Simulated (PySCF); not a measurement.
**CCSDTQ/STO-6G run of AlH3S (SMILES [AlH2][SH])**

Aim: the energy change on altering one bond length of AlH3S at CCSDTQ/STO-6G, from 2 runs. Input form: a Python script.

Program for the calculation: PySCF 2.14.0.

13 further runs of the same task are left out: 1 that didn't finish, 12 set aside as unsound or not needed.

### Step 1. Starting point

AlH3S has 5 atoms, charge 0, and is taken as a singlet. SMILES: `[AlH2][SH]`. Geometry: relaxed at PBE0-D4/def2-TZVP.

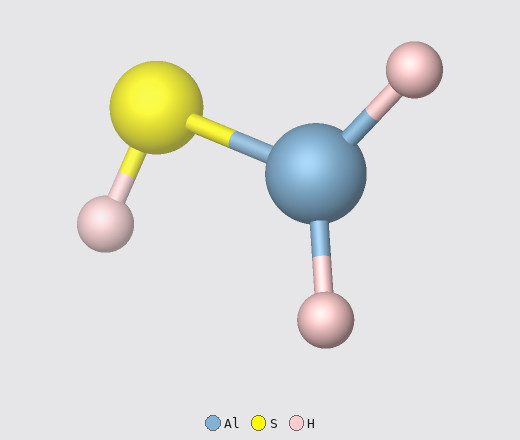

Viewed from a chosen angle; aluminium light blue, sulfur yellow, hydrogen pink.

### Step 2. The energy at CCSDTQ/STO-6G

mol.xyz

```xyz
5

Al    -0.616100    -0.064200    -0.181700
S      1.129100    -0.343100     1.096600
H     -1.981700    -0.650100     0.351100
H     -0.441100     0.696000    -1.556400
H      1.959700     0.287800     0.249000
```

run.py

```python
from pyscf import gto, scf, cc

mol = gto.M(
    atom='mol.xyz',
    charge=0,
    verbose=4,
    max_memory=1860,
    basis='sto-6g',
)

mf = scf.RHF(mol)
mf.conv_tol = 1e-10
mf.kernel()
if not mf.converged:
    mf = mf.newton().run(mf.mo_coeff, mf.mo_occ)

mycc = cc.CCSDTQ(mf, frozen=10)
mycc.kernel()
e_final = mycc.e_tot
print(f'total energy: {e_final:.8f} hartree')
```

Launch:

```sh
OMP_NUM_THREADS=1 python run.py
```

What it wrote:

```text
PySCF version 2.14.0

[INPUT] num. atoms = 5
[INPUT] num. electrons = 32
[INPUT] charge = 0
[INPUT] spin (= nelec alpha-beta = 2S) = 0
[INPUT] symmetry False subgroup None
[INPUT] Mole.unit = angstrom
[INPUT] Symbol           X                Y                Z      unit          X                Y                Z       unit  Magmom
[INPUT]  1 Al    -0.616100000000  -0.064200000000  -0.181700000000 AA   -1.164260265345  -0.121320417197  -0.343363236833 Bohr   0.0
[INPUT]  2 S      1.129100000000  -0.343100000000   1.096600000000 AA    2.133689767246  -0.648365033338   2.072273668198 Bohr   0.0
[INPUT]  3 H     -1.981700000000  -0.650100000000   0.351100000000 AA   -3.744870261051  -1.228510953580   0.663482842335 Bohr   0.0
[INPUT]  4 H     -0.441100000000   0.696000000000  -1.556400000000 AA   -0.833558193546   1.315249382697  -2.941169740273 Bohr   0.0
[INPUT]  5 H      1.959700000000   0.287800000000   0.249000000000 AA    3.703296286310   0.543863178650   0.470541805017 Bohr   0.0

nuclear repulsion = 73.814899766336
number of shells = 13
number of NR pGTOs = 126
number of NR cGTOs = 21
basis = sto-6g
ecp = {}

******** <class 'pyscf.scf.hf.RHF'> ********
method = RHF
initial guess = minao
damping factor = 0
level_shift factor = 0
DIIS = <class 'pyscf.scf.diis.CDIIS'>
diis_start_cycle = 1
diis_space = 8
diis_damp = 0
SCF conv_tol = 1e-10
SCF conv_tol_grad = None
SCF max_cycles = 50
direct_scf = True
direct_scf_tol = 1e-13
Set gradient conv threshold to 1e-05
Initial guess from minao.
init E= -638.351775630993
  HOMO = -0.307840798735559  LUMO = 0.205478410565235  gap/eV = 13.96813
cycle= 1 E= -638.864963913521  delta_E= -0.513  |g|= 0.296  |ddm|= 2.33
  HOMO = -0.185770326067712  LUMO = 0.291358072523997  gap/eV = 12.98333
cycle= 2 E= -638.908547901885  delta_E= -0.0436  |g|= 0.0577  |ddm|= 0.662
  HOMO = -0.248961199088023  LUMO = 0.31912106047254  gap/eV = 15.45831
cycle= 3 E= -638.910242232738  delta_E= -0.00169  |g|= 0.0135  |ddm|= 0.12
  HOMO = -0.247657662993985  LUMO = 0.315674177658603  gap/eV = 15.32904
cycle= 4 E= -638.910376247596  delta_E= -0.000134  |g|= 0.0019  |ddm|= 0.0366
  HOMO = -0.246861496871609  LUMO = 0.316203502874573  gap/eV = 15.32178
cycle= 5 E= -638.910380011989  delta_E= -3.76e-06  |g|= 0.000573  |ddm|= 0.00613
  HOMO = -0.247028312839421  LUMO = 0.316252772528902  gap/eV = 15.32766
cycle= 6 E= -638.910380427401  delta_E= -4.15e-07  |g|= 7.04e-05  |ddm|= 0.00256
  HOMO = -0.247044131230268  LUMO = 0.31626579076153  gap/eV = 15.32844
cycle= 7 E= -638.910380433359  delta_E= -5.96e-09  |g|= 9.49e-06  |ddm|= 0.00031
  HOMO = -0.247042783010767  LUMO = 0.316266372768802  gap/eV = 15.32842
cycle= 8 E= -638.910380433459  delta_E= -9.94e-11  |g|= 1.86e-06  |ddm|= 4.06e-05
  HOMO = -0.2470430804552  LUMO = 0.316266274646504  gap/eV = 15.32843
Extra cycle  E= -638.910380433462  delta_E= -3.41e-12  |g|= 7.33e-07  |ddm|= 5.22e-06
converged SCF energy = -638.910380433462

******** <class 'pyscf.cc.rccsdtq.RCCSDTQ'> ********
RCCSDTQ nocc = 6, nmo = 11
Allocating only the i<=j<=k<=l part of the T4 amplitude in memory
frozen orbitals 10
max_cycle = 50
conv_tol = 1e-07
conv_tol_normt = 1e-06
diis with the T4 amplitude
diis_space = 6
diis_start_cycle = 0
diis_start_energy_diff = 1e+09
einsum_backend: numpy
_make_eris_incore_RCCSDTQ
blksize  4

WARN: A large `blksize` is being used, which may cause large memory consumption
      for storing contraction intermediates. If memory is sufficient, consider using
      `pyscf.cc.rccsdtq_highm.RCCSDTQ` instead.

Approximate memory usage estimate
    T4 memory                 615 KB
    R4 memory                 615 KB
    Symmetrized T4 memory     547 KB
    ERIs memory               114 KB
    T1-ERIs memory            114 KB
    Intermediates memory      352 KB
Init t2, MP2 energy = -638.965097259696  E_corr(MP2) -0.054716826234
Init E_corr(RCCSDTQ) = -0.0547168262340743
cycle =  1  E_corr(RCCSDTQ) = -0.069140022138  dE = -1.442319590431e-02  norm(d tamps) = 6.07227827e-02
cycle =  2  E_corr(RCCSDTQ) = -0.075521276097  dE = -6.381253958555e-03  norm(d tamps) = 2.53340161e-02
cycle =  3  E_corr(RCCSDTQ) = -0.077755453287  dE = -2.234177190222e-03  norm(d tamps) = 1.28346582e-02
cycle =  4  E_corr(RCCSDTQ) = -0.079443401078  dE = -1.687947790499e-03  norm(d tamps) = 6.69054994e-03
cycle =  5  E_corr(RCCSDTQ) = -0.079457708230  dE = -1.430715280119e-05  norm(d tamps) = 1.90398953e-03
cycle =  6  E_corr(RCCSDTQ) = -0.079457886742  dE = -1.785110755465e-07  norm(d tamps) = 7.85899755e-04
cycle =  7  E_corr(RCCSDTQ) = -0.079458885785  dE = -9.990435109325e-07  norm(d tamps) = 2.33639822e-04
cycle =  8  E_corr(RCCSDTQ) = -0.079458033996  dE =  8.517891660759e-07  norm(d tamps) = 1.06922036e-04
cycle =  9  E_corr(RCCSDTQ) = -0.079457682990  dE =  3.510063017742e-07  norm(d tamps) = 5.37486397e-05
cycle = 10  E_corr(RCCSDTQ) = -0.079457822916  dE = -1.399265781021e-07  norm(d tamps) = 1.57346504e-05
cycle = 11  E_corr(RCCSDTQ) = -0.079457839554  dE = -1.663824991671e-08  norm(d tamps) = 7.07125620e-06
cycle = 12  E_corr(RCCSDTQ) = -0.079458052650  dE = -2.130959692592e-07  norm(d tamps) = 2.91679849e-06
cycle = 13  E_corr(RCCSDTQ) = -0.079458109872  dE = -5.722185307533e-08  norm(d tamps) = 1.23416519e-06
cycle = 14  E_corr(RCCSDTQ) = -0.079458165884  dE = -5.601168351355e-08  norm(d tamps) = 6.29502674e-07
RCCSDTQ converged
E(RCCSDTQ) = -638.9898385993461   E_corr = -0.07945816588391469
E_corr(same-spin) = -0.00426996345321431
E_corr(oppo-spin) = -0.0751882024307004
total energy: -638.98983860 hartree
```

It took 28 s on 1 thread of AMD EPYC 7R43 (Zen 3), shared host; peak memory 0.12 GiB.

### Step 3. The distorted shape

calc.py

```python
from pyscf import gto, scf, cc

molecule = gto.Mole()
molecule.atom = '''
Al  -2.111167  -1.199810   1.343966
S   -0.365967  -1.478710   2.622266
H   -3.476767  -1.785710   1.876766
H   -1.936167  -0.439610  -0.030734
H    1.959700   0.287800   0.249000
'''
molecule.max_memory = 1860
molecule.verbose = 4
molecule.spin = 0
molecule.basis = 'sto-6g'
molecule.build()

myscf = scf.RHF(molecule)
myscf.conv_tol = 1e-10
myscf.kernel()
if not myscf.converged:
    myscf = myscf.newton().run(myscf.mo_coeff, myscf.mo_occ)

mycc = cc.CCSDTQ(myscf, frozen=10)
mycc.kernel()
e_tot = mycc.e_tot
print('E(%s) = %.9f' % ('CCSDTQ', e_tot))
```

Launch:

```sh
OMP_NUM_THREADS=1 python calc.py
```

What it wrote:

```text
PySCF version 2.14.0

[INPUT] num. atoms = 5
[INPUT] num. electrons = 32
[INPUT] charge = 0
[INPUT] spin (= nelec alpha-beta = 2S) = 0
[INPUT] symmetry False subgroup None
[INPUT] Mole.unit = angstrom
[INPUT] Symbol           X                Y                Z      unit          X                Y                Z       unit  Magmom
[INPUT]  1 Al    -2.111167000000  -1.199810000000   1.343966000000 AA   -3.989527433220  -2.267312301514   2.539727660727 Bohr   0.0
[INPUT]  2 S     -0.365967000000  -1.478710000000   2.622266000000 AA   -0.691577400629  -2.794356917656   4.955364565759 Bohr   0.0
[INPUT]  3 H     -3.476767000000  -1.785710000000   1.876766000000 AA   -6.570137428926  -3.374502837897   3.546573739895 Bohr   0.0
[INPUT]  4 H     -1.936167000000  -0.439610000000  -0.030734000000 AA   -3.658825361421  -0.830742501620  -0.058078842712 Bohr   0.0
[INPUT]  5 H      1.959700000000   0.287800000000   0.249000000000 AA    3.703296286310   0.543863178650   0.470541805017 Bohr   0.0

nuclear repulsion = 68.6090660621494
number of shells = 13
number of NR pGTOs = 126
number of NR cGTOs = 21
basis = sto-6g
ecp = {}

******** <class 'pyscf.scf.hf.RHF'> ********
method = RHF
initial guess = minao
damping factor = 0
level_shift factor = 0
DIIS = <class 'pyscf.scf.diis.CDIIS'>
diis_start_cycle = 1
diis_space = 8
diis_damp = 0
SCF conv_tol = 1e-10
SCF conv_tol_grad = None
SCF max_cycles = 50
direct_scf = True
direct_scf_tol = 1e-13
Set gradient conv threshold to 1e-05
Initial guess from minao.
init E= -637.905219247423
  HOMO = -0.27223925544852  LUMO = -0.153631426040778  gap/eV = 3.22748
cycle= 1 E= -638.147250390656  delta_E= -0.242  |g|= 0.383  |ddm|= 2.42
  HOMO = 0.117951303498272  LUMO = 0.139607161246402  gap/eV = 0.58929
cycle= 2 E= -638.121160134955  delta_E= 0.0261  |g|= 0.651  |ddm|= 3.29
  HOMO = -0.148284434275398  LUMO = -0.00740066016746199  gap/eV = 3.83364
cycle= 3 E= -638.301052923758  delta_E= -0.18  |g|= 0.316  |ddm|= 0.754
  HOMO = -0.0515260966251707  LUMO = -0.0131572321732514  gap/eV = 1.04407
cycle= 4 E= -638.458534084217  delta_E= -0.157  |g|= 0.286  |ddm|= 2.41
  HOMO = -0.0701571524742698  LUMO = 0.036824380462411  gap/eV = 2.91112
cycle= 5 E= -638.346234180081  delta_E= 0.112  |g|= 0.394  |ddm|= 0.54
  HOMO = -0.0690896807732345  LUMO = 0.0364715037231634  gap/eV = 2.87247
cycle= 6 E= -638.339279359436  delta_E= 0.00695  |g|= 0.396  |ddm|= 0.0321
  HOMO = -0.105904185508719  LUMO = 0.0051848995228192  gap/eV = 3.02289
cycle= 7 E= -638.516807958451  delta_E= -0.178  |g|= 0.135  |ddm|= 1.64
  HOMO = -0.122071503920339  LUMO = 0.0437360094092784  gap/eV = 4.51185
cycle= 8 E= -638.529537006227  delta_E= -0.0127  |g|= 0.0507  |ddm|= 0.474
  HOMO = -0.119462247836748  LUMO = 0.0315685843357246  gap/eV = 4.10976
cycle= 9 E= -638.531341462583  delta_E= -0.0018  |g|= 0.00942  |ddm|= 0.145
  HOMO = -0.121579881746651  LUMO = 0.0343086145007147  gap/eV = 4.24194
cycle= 10 E= -638.531416071655  delta_E= -7.46e-05  |g|= 0.00341  |ddm|= 0.0251
  HOMO = -0.120814794521255  LUMO = 0.0340005336640102  gap/eV = 4.21274
cycle= 11 E= -638.531429086591  delta_E= -1.3e-05  |g|= 0.000228  |ddm|= 0.0187
  HOMO = -0.120743344316177  LUMO = 0.0340294901489255  gap/eV = 4.21158
cycle= 12 E= -638.531429011897  delta_E= 7.47e-08  |g|= 0.000397  |ddm|= 0.00153
  HOMO = -0.120768859381422  LUMO = 0.0339967644062346  gap/eV = 4.21139
cycle= 13 E= -638.5314291277  delta_E= -1.16e-07  |g|= 1.73e-05  |ddm|= 0.000946
  HOMO = -0.120764749961552  LUMO = 0.0339905765288254  gap/eV = 4.21111
cycle= 14 E= -638.531429127955  delta_E= -2.55e-10  |g|= 1.13e-06  |ddm|= 6.25e-05
  HOMO = -0.12076490036614  LUMO = 0.0339910420997924  gap/eV = 4.21112
cycle= 15 E= -638.531429127955  delta_E=    0  |g|= 2.08e-07  |ddm|= 4.07e-06
  HOMO = -0.120764981647175  LUMO = 0.0339910579227229  gap/eV = 4.21113
Extra cycle  E= -638.531429127956  delta_E= -1.25e-12  |g|= 4.21e-07  |ddm|= 1.48e-06
converged SCF energy = -638.531429127956

******** <class 'pyscf.cc.rccsdtq.RCCSDTQ'> ********
RCCSDTQ nocc = 6, nmo = 11
Allocating only the i<=j<=k<=l part of the T4 amplitude in memory
frozen orbitals 10
max_cycle = 50
conv_tol = 1e-07
conv_tol_normt = 1e-06
diis with the T4 amplitude
diis_space = 6
diis_start_cycle = 0
diis_start_energy_diff = 1e+09
einsum_backend: numpy
_make_eris_incore_RCCSDTQ
blksize  4

WARN: A large `blksize` is being used, which may cause large memory consumption
      for storing contraction intermediates. If memory is sufficient, consider using
      `pyscf.cc.rccsdtq_highm.RCCSDTQ` instead.

Approximate memory usage estimate
    T4 memory                 615 KB
    R4 memory                 615 KB
    Symmetrized T4 memory     547 KB
    ERIs memory               114 KB
    T1-ERIs memory            114 KB
    Intermediates memory      352 KB
Init t2, MP2 energy = -638.794655250895  E_corr(MP2) -0.263226122938
Init E_corr(RCCSDTQ) = -0.263226122938199
cycle =  1  E_corr(RCCSDTQ) = -0.249421889833  dE =  1.380423310487e-02  norm(d tamps) = 3.62336187e-01
cycle =  2  E_corr(RCCSDTQ) = -0.278945174833  dE = -2.952328499930e-02  norm(d tamps) = 7.11922280e-01
cycle =  3  E_corr(RCCSDTQ) = -0.268841692882  dE =  1.010348195043e-02  norm(d tamps) = 1.67022712e+00
cycle =  4  E_corr(RCCSDTQ) = -0.284496990922  dE = -1.565529804027e-02  norm(d tamps) = 2.02659984e-01
cycle =  5  E_corr(RCCSDTQ) = -0.298416923248  dE = -1.391993232557e-02  norm(d tamps) = 1.08875566e-01
cycle =  6  E_corr(RCCSDTQ) = -0.308874918845  dE = -1.045799559740e-02  norm(d tamps) = 2.96324149e-02
cycle =  7  E_corr(RCCSDTQ) = -0.305820417047  dE =  3.054501798624e-03  norm(d tamps) = 3.26981088e-02
cycle =  8  E_corr(RCCSDTQ) = -0.303912140208  dE =  1.908276838607e-03  norm(d tamps) = 1.30247061e-02
cycle =  9  E_corr(RCCSDTQ) = -0.304041107652  dE = -1.289674434732e-04  norm(d tamps) = 1.54626644e-03
cycle = 10  E_corr(RCCSDTQ) = -0.304085104677  dE = -4.399702524199e-05  norm(d tamps) = 6.91055076e-04
cycle = 11  E_corr(RCCSDTQ) = -0.304039050888  dE =  4.605378937772e-05  norm(d tamps) = 3.55690094e-04
cycle = 12  E_corr(RCCSDTQ) = -0.304039182821  dE = -1.319338081007e-07  norm(d tamps) = 1.59009523e-04
cycle = 13  E_corr(RCCSDTQ) = -0.304039986001  dE = -8.031792704255e-07  norm(d tamps) = 1.39832402e-04
cycle = 14  E_corr(RCCSDTQ) = -0.304042030070  dE = -2.044069657980e-06  norm(d tamps) = 8.84681664e-05
cycle = 15  E_corr(RCCSDTQ) = -0.304038229079  dE =  3.800991472014e-06  norm(d tamps) = 5.79224690e-05
cycle = 16  E_corr(RCCSDTQ) = -0.304039138928  dE = -9.098487298576e-07  norm(d tamps) = 2.27666836e-05
cycle = 17  E_corr(RCCSDTQ) = -0.304038597782  dE =  5.411451395876e-07  norm(d tamps) = 1.30296726e-05
cycle = 18  E_corr(RCCSDTQ) = -0.304038852142  dE = -2.543600065574e-07  norm(d tamps) = 8.17300711e-06
cycle = 19  E_corr(RCCSDTQ) = -0.304039150680  dE = -2.985371866937e-07  norm(d tamps) = 4.70635973e-06
cycle = 20  E_corr(RCCSDTQ) = -0.304039010282  dE =  1.403977047953e-07  norm(d tamps) = 3.26089581e-06
cycle = 21  E_corr(RCCSDTQ) = -0.304039118108  dE = -1.078259704856e-07  norm(d tamps) = 2.85906625e-06
cycle = 22  E_corr(RCCSDTQ) = -0.304039172667  dE = -5.455894142026e-08  norm(d tamps) = 2.02026124e-06
cycle = 23  E_corr(RCCSDTQ) = -0.304039183522  dE = -1.085518391841e-08  norm(d tamps) = 1.14305338e-06
cycle = 24  E_corr(RCCSDTQ) = -0.304039164109  dE =  1.941328103827e-08  norm(d tamps) = 7.33865674e-07
RCCSDTQ converged
E(RCCSDTQ) = -638.8354682920651   E_corr = -0.3040391641087102
E_corr(same-spin) = -0.00278114178532525
E_corr(oppo-spin) = -0.301258022323385
E(CCSDTQ) = -638.835468292
```

Run time: 43 s. Hardware: 1 thread of AMD EPYC 7R43 (Zen 3), shared host; peak memory 0.11 GiB.

### Step 4. Summary of results

Level: CCSDTQ/STO-6G, 10 core orbitals frozen.

| quantity | value |
| --- | --- |
| first shape: total energy | -638.98984 Eh |
| first shape: dipole moment (Hartree–Fock density) | 1.50 D |
| first shape: HOMO energy (Hartree–Fock orbitals) | -6.72 eV |
| first shape: LUMO energy (Hartree–Fock orbitals) | 8.61 eV |
| first shape: HOMO–LUMO gap (Hartree–Fock orbitals) | 15.33 eV |
| first shape: correlation energy (10 core orbitals frozen) | -79.5 mEh |
| first shape: T1 diagnostic | 0.013 |
| distorted shape: total energy | -638.83547 Eh |
| distorted shape: dipole moment (Hartree–Fock density) | 2.77 D |
| distorted shape: HOMO energy (Hartree–Fock orbitals) | -3.29 eV |
| distorted shape: LUMO energy (Hartree–Fock orbitals) | 0.92 eV |
| distorted shape: HOMO–LUMO gap (Hartree–Fock orbitals) | 4.21 eV |
| distorted shape: correlation energy (10 core orbitals frozen) | -304.0 mEh |
| distorted shape: T1 diagnostic | 0.041 |
| energy change with the S2–H5 bond stretched from 1.344 to 3.763 Å | 4.201 eV |

In words: With the S2–H5 bond stretched from 1.344 to 3.763 Å the energy rises by 4.20 eV (97 kcal/mol). The first shape isn't relaxed at this level, so the change isn't measured from a minimum. The minimal basis adds a large error of its own.
